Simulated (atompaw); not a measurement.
**Mg: two inputs for a PAW (atompaw) potential**

Aim: run the settings below and read what the generator makes of them, then set beside them a closely related input and test what it gives.

The numbers are computed with atompaw 4.2.0.5 (PBEsol, scalar-relativistic, spin-unpolarised reference atom).

2 further runs of the same task are left out: 1 that didn't finish, 1 set aside as unsound or not needed.

## Step 1: Settings

Typed settings, in words:

```
element                 : magnesium (Mg, Z = 12)
type                    : PAW
frozen core             : [Ne]
valence charge          : 2
reference configuration : 3s1 3p0 (charge +1)
partial waves           : 3s (bound): rc 2.75 bohr; 3s channel at 0.35 Ry: rc 2.05 bohr; 3p (bound, empty): rc 1.40 bohr; 3p channel at 0.15 Ry: rc 2.75 bohr; 3d channel at 0.2 Ry: rc 2.75 bohr; 3d channel at 2.1 Ry: rc 2.65 bohr
local potential         : bessel scheme, radius 2.55 bohr
core correction         : smooth core density matched at 2.25 bohr
augmentation charge     : sinc compensation charge, radius 2.20 bohr; PAW radius 2.75 bohr; waves and projectors: custom rrkj gramschmidtortho
```

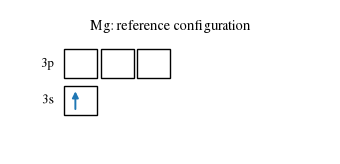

The outer shells as boxes. The arrows follow Hund's rule for the drawing; the calculation itself is spin-unpolarised.

An earlier all-electron run gives the scale for the radii.

All-electron outer shells of the reference configuration (PBEsol, scalar-relativistic, ld1.x):

```csv
shell,level (eV),outermost node (bohr),outermost maximum (bohr)
2p,-55.60,–,0.48
3s,-11.31,0.90,2.38
3p,-7.01,0.94,2.94
3d,-2.78,–,4.67
```

## Step 2: The first input

Mg.input

```
Mg 12
GGA-PBESOL scalarrelativistic loggrid 1500 logderivrange -3 5 201
3 3 0 0 0 0
3 0 1
3 1 0
0 0 0
c
c
v
c
v
2
2.75 2.20 2.55 2.25
y
0.35
n
y
0.15
n
y
0.2
y
2.1
n
custom rrkj gramschmidtortho sinc
bessel
2.75
2.05
1.40
2.75
2.75
2.65
PWSCFOUT
UPFDX 0.0125d0 UPFXMIN -7.d0 UPFZMESH 12.d0
END
```

Started as:

```bash
$ atompaw < Mg.input > Mg.log
```

What the program wrote to the file Mg (summary file and the last messages):

```text
[... the first 21 lines are left out ...]
 Total energy
   Total                    :     -399.09860408122853

 ---
 Completed calculations for Mg (SC)

 Exchange-correlation type: GGA, Perdew-Burke-Ernzerhof modified (PBEsol)

 Radial integration grid is logarithmic 
 r0 =   6.5145318E-04 h =   7.8174382E-03   n =      1500 rmax =   8.0000000E+01

 Scalar relativistic calculation

 SCatom converged in   1 iterations
   nz     =  12.00
   delta  =       2.832141004520E-19

 Valence Electron Orbital energies:         
  n  l      occupancy      energy
   3  0      1.0000000E+00 -8.3128872E-01
   3  1      0.0000000E+00 -5.1526282E-01

 Total energy
   Total                    :     -399.09860408121597
   Valence                  :      -32.03904567604647

 PAW parameters: 
       lmax =            2
         rc =    2.7524248153190611     
        irc =         1069
   rc_shape =    2.2112016247536781     
    rc_vloc =    2.5653837523086618     
    rc_core =    2.2636877537014746     
   Vloc: truncated form - Vps(r)=A.sin(qr)/r for r<rc
   Projector type: RRKJ pseudization + Gram-Schmidt ortho.
   Sinc^2 compensation charge shape zeroed at   2.2112E+00

 Number of basis functions     6
 No.   n  nodes  l      Energy         Cp coeff         Occ
  1    3    2    0   -0.8312887E+00  0.1000000E+01  0.1000000E+01
  2  999    3    0    0.3500000E+00  0.4454166E-01  0.0000000E+00
  3    3    1    1   -0.5152628E+00  0.1000000E+01  0.0000000E+00
  4  999    2    1    0.1500000E+00  0.1025408E+01  0.0000000E+00
  5  999    0    2    0.2000000E+00  0.1000000E+01  0.0000000E+00
  6  999    1    2    0.2100000E+01  0.1080986E+00  0.0000000E+00

 Eigenvalues of overlap operator (in the basis of projectors):
    1       -6.18127153E+00
    2        1.14796509E-01
    3        4.14012540E-01
    4        5.67959106E-01
    5        3.93518177E+00
    6        9.96797900E+00

The overlap operator has at least one negative eigenvalue!
It might be not positive definite...
Program is stopping.
This probably means that your projectors are too similar
or that your PAW basis is incomplete.
Advice: try to change your input parameters (f.i. : reference energies).
```

It took 0.49 s on 1 thread, shared host.

## Step 3: What went wrong

No potential comes out: the run stopped with "atompaw: The overlap operator has at least one negative eigenvalue!". The reason: the overlap operator built from these waves and projectors is not positive definite.

The second input is set otherwise in this: waves 3p (bound, empty): rc 2.75 bohr.

## Step 4: The second input

Mg.input: that of step 2 with these lines changed.

```diff
@@ -28,3 +28,3 @@
 2.05
-1.40
+2.75
 2.75
```

Started as:

```bash
$ atompaw < Mg.input > Mg.log
```

Output in the file Mg (summary file):

```text
 Completed calculations for Mg (AE)

 Exchange-correlation type: GGA, Perdew-Burke-Ernzerhof modified (PBEsol)

 Radial integration grid is logarithmic 
 r0 =   6.5145318E-04 h =   7.8174382E-03   n =      1500 rmax =   8.0000000E+01

 Scalar relativistic calculation

 AEatom converged in  21 iterations
   nz     =  12.00
   delta  =       7.093148078989E-17

 All Electron Orbital energies:         
  n  l      occupancy      energy
  1  0      2.0000000E+00 -9.3037781E+01
  2  0      2.0000000E+00 -6.5161166E+00
  3  0      1.0000000E+00 -8.3128872E-01
  2  1      6.0000000E+00 -4.0867340E+00
  3  1      0.0000000E+00 -5.1526282E-01

 Total energy
   Total                    :     -399.09860408122853

 ---
 Completed calculations for Mg (SC)

 Exchange-correlation type: GGA, Perdew-Burke-Ernzerhof modified (PBEsol)

 Radial integration grid is logarithmic 
 r0 =   6.5145318E-04 h =   7.8174382E-03   n =      1500 rmax =   8.0000000E+01

 Scalar relativistic calculation

 SCatom converged in   1 iterations
   nz     =  12.00
   delta  =       2.832141004520E-19

 Valence Electron Orbital energies:         
  n  l      occupancy      energy
   3  0      1.0000000E+00 -8.3128872E-01
   3  1      0.0000000E+00 -5.1526282E-01

 Total energy
   Total                    :     -399.09860408121597
   Valence                  :      -32.03904567604647

 PAW parameters: 
       lmax =            2
         rc =    2.7524248153190611     
        irc =         1069
   rc_shape =    2.2112016247536781     
    rc_vloc =    2.5653837523086618     
    rc_core =    2.2636877537014746     
   Vloc: truncated form - Vps(r)=A.sin(qr)/r for r<rc
   Projector type: RRKJ pseudization + Gram-Schmidt ortho.
   Sinc^2 compensation charge shape zeroed at   2.2112E+00

 Number of basis functions     6
 No.   n  nodes  l      Energy         Cp coeff         Occ
  1    3    2    0   -0.8312887E+00  0.1000000E+01  0.1000000E+01
  2  999    3    0    0.3500000E+00  0.4454166E-01  0.0000000E+00
  3    3    1    1   -0.5152628E+00  0.1000000E+01  0.0000000E+00
  4  999    2    1    0.1500000E+00  0.8473106E-01  0.0000000E+00
  5  999    0    2    0.2000000E+00  0.1000000E+01  0.0000000E+00
  6  999    1    2    0.2100000E+01  0.1080986E+00  0.0000000E+00

 Eigenvalues of overlap operator (in the basis of projectors):
    1        1.14796509E-01
    2        5.67959106E-01
    3        1.17280515E+00
    4        3.93518177E+00
    5        4.62429091E+00
    6        9.96797900E+00

 Orbital leakage outside PAW augmentation regions
   orb  is_core?  %out_of_sphere
   1 0    T           0.00
   2 0    T           0.01
   3 0    F          46.81
   2 1    T           0.04
   3 1    F          67.98

 Summary of PAW energies
   Total valence energy     :    -32.03904955519918
   Smooth energy            :      2.19098075329806
   One center               :    -34.23003030849724
   Smooth kinetic           :      0.32654307658769
   Vloc energy              :      0.31489567206517
   Smooth exch-corr         :     -0.53195381308367
   One-center xc            :    -30.85256965550698
```

It took 0.71 s on 1 thread, shared host.

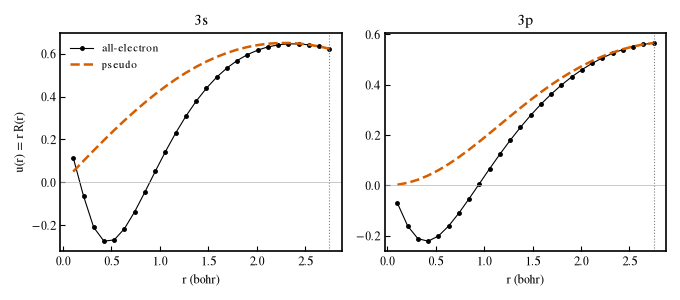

Bound waves of the atom and their pseudo partners (3s, 3p), with the matching radii dotted. The curves join 26 sampled radii.

## Step 5: Does it scatter like the atom?

Taken from the files of the generation run. The phase is arctan(r·u′/u) with u = r·R, unwrapped, with energies in Ry. A pole is an energy at which the radial function vanishes at the test radius. The pseudo phase is shifted by a multiple of π to meet the all-electron one at the reference energy. Levels narrower than the energy grid can be missing from the poles. The last column is the largest difference on the grid between −1 and +1 Ry.

| channel | radius (bohr) | reference (Ry) | poles AE | poles PS | window around the reference with phases within 0.05 rad (Ry) | largest difference near zero (rad) |
| --- | --- | --- | --- | --- | --- | --- |
| s | 2.75 | -0.83 | 0.51 | 0.51, 4.73 | below 2.4 | 0.000 |
| p | 2.75 | -0.52 | 1.21 | 1.21 | below 3.0 | 0.000 |
| d | 2.75 | 0.20 | 1.79 | 1.79 | below 3.8 | 0.000 |

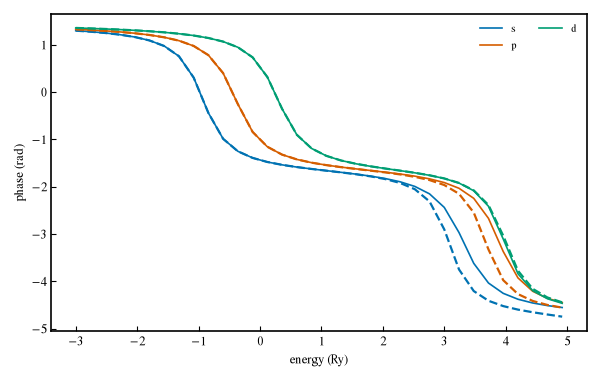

Phases by channel: all-electron solid, pseudo dashed.

## Step 6: Plane-wave convergence, by spherical Bessel functions

This step uses the generator's waves and projectors in a separate script. Basis: spherical Bessel functions vanishing at 20 bohr, q² up to the cutoff; potential fixed at the reference.

All-electron valence levels (Ry): 3s -0.8313, 3p -0.5153. The lowest levels of each channel (Ry) by cutoff; the last column sums, over occupied levels, occupation times the distance from the level at 400 Ry. A positive value at high cutoff is not a bound level.

| cutoff (Ry) | s #1 | p #1 | d #1 | f #1 | Σ f·Δε (mRy) |
| --- | --- | --- | --- | --- | --- |
| 6 | -0.8312 | -0.5150 | -0.2036 | -0.0559 | 0.1 |
| 8 | -0.8313 | -0.5152 | -0.2044 | -0.0559 | 0.0 |
| 10 | -0.8313 | -0.5152 | -0.2045 | -0.0559 | 0.0 |
| 400 | -0.8313 | -0.5153 | -0.2046 | -0.0559 | 0.0 |

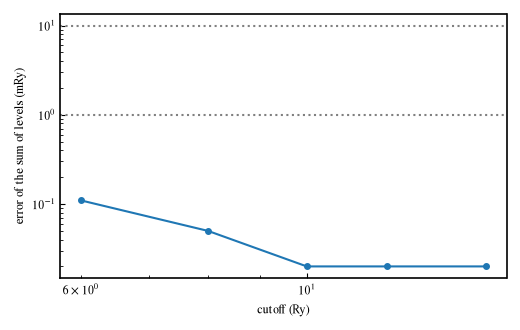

Occupation-weighted error of the valence levels against the cutoff; the dotted lines mark 10 and 1 mRy.

The sum stays within 10 mRy from 6 Ry or less and within 1 mRy from 6 Ry or less. The sum leaves out empty levels, which can need more. Ghost test: no level below the all-electron spectrum of its channel (s, p, d, f tested).

## Step 7: Outcome

```
                                                quantity                                                                        value
                                             first input  failed: atompaw: The overlap operator has at least one negative eigenvalue!
                                            second input                                                                    generated
               cutoffs for 10 and 1 mRy, occupied levels                                                6 Ry or less and 6 Ry or less
                                            bound ghosts                                                                   none found
largest phase difference near zero energy, channels read                                                                    0.000 rad
         lowest eigenvalue of the overlap (Bessel basis)                                                                    0.632 (s)
        share of valence orbitals outside the PAW sphere                                                             3s 47 %, 3p 68 %
                                                UPF file                                                                      written
```

**Reading.** So this one change separates a failed generation from a finished one. The potential is soft on the atom at that tolerance: the looser tolerance needs 6 Ry or less. The Bessel-basis test finds no level below the valence levels. Near zero energy the phases of the channels with partial waves agree within 0.001 rad. These are tests on the free atom; a crystal test is still owed.
